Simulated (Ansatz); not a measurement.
BrH₂InO₂···HCl

Input

```
crystal:
  periodic: [false, false, false]
  atoms:
    - { symbol: In, position_ang: [0.0, 0.0, 0.0] }
    - { symbol: Cl, position_ang: [0.0, 0.0, 2.79] }
    - { symbol: O, position_ang: [1.7233, 0.0, -0.995] }
    - { symbol: H, position_ang: [2.0232, -0.9519, -1.1499] }
    - { symbol: O, position_ang: [-1.7233, 0.0, -0.995] }
    - { symbol: H, position_ang: [-2.233, -0.8467, -0.7865] }
    - { symbol: Br, position_ang: [0.1309, 2.7679, 0.9207] }
    - { symbol: H, position_ang: [0.0733, 1.5513, 2.2852] }
basis:
  gaussian: { orbitals: def2-SVP }
hamiltonian:
  xc: hf
relax:
  f_tol: 0.15
  max_steps: 25
  restrain:
    - { distance: [0, 6], at: 2.62, k: 30.0 }
    - { distance: [7, 1], at: 1.37, k: 30.0 }
    - { distance: [0, 1], at: 3.64, k: 30.0 }
    - { distance: [7, 6], at: 2.75, k: 30.0 }
output:
  orbitals: {}
```

Command:

```sh
ansatz run input.yaml --threads 2 --pin off --max-ram 3072MiB --backend cpu --events-out ev --progress --plain --runs-dir out
```

The fields are those of the run's last geometry, not of the input's.

Core potentials replace the inner electrons of In; not at a stationary point (largest force 1.5 eV/Å).

The calculation used Ansatz 0.2.0, RHF/def2-SVP.

Question: Predict the electron density and electron localisation function between the atoms.

Answer: In–O (1.96 Å): ρ at the midpoint is about 0.76 e/Å³; the ELF peaks at about 0.85 in the valence shell of O, 0.6 Å from its nucleus, and drops to about 0.15 between the two atoms.
In–Br (2.59 Å): the density is about 0.41 e/Å³ at the midpoint; the ELF peaks at about 0.80 in the valence shell of Br, 1.0 Å from its nucleus, and drops to about 0.15 between the two atoms.
O–H (0.94 Å): ρ is about 3.8 e/Å³ halfway; the ELF climbs to about 1 towards the hydrogen, as it does in any bond to H: a covalent bond by its length.

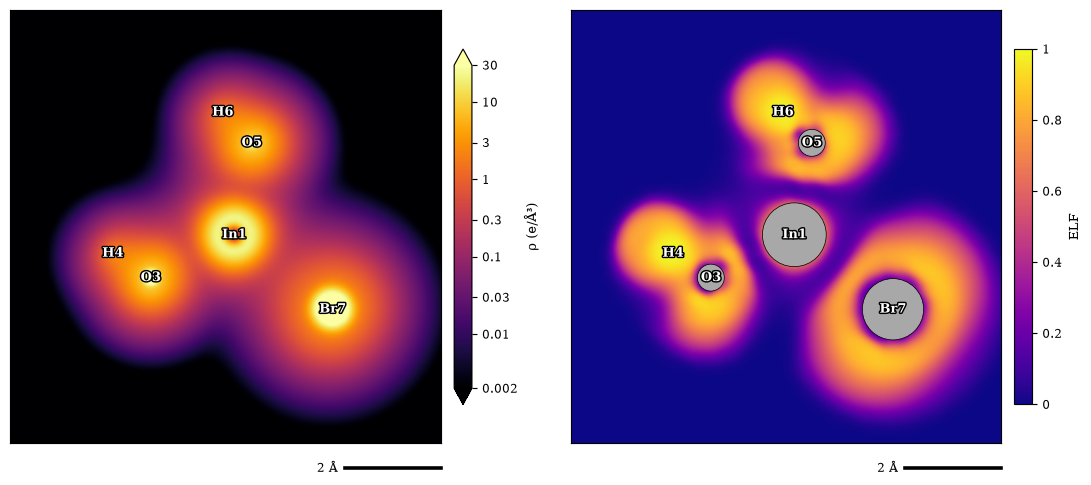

Computed electron density and electron localisation function on the plane of atoms O3, In1 and Br7, in this order. Grey discs cover the atomic cores in the ELF map. 
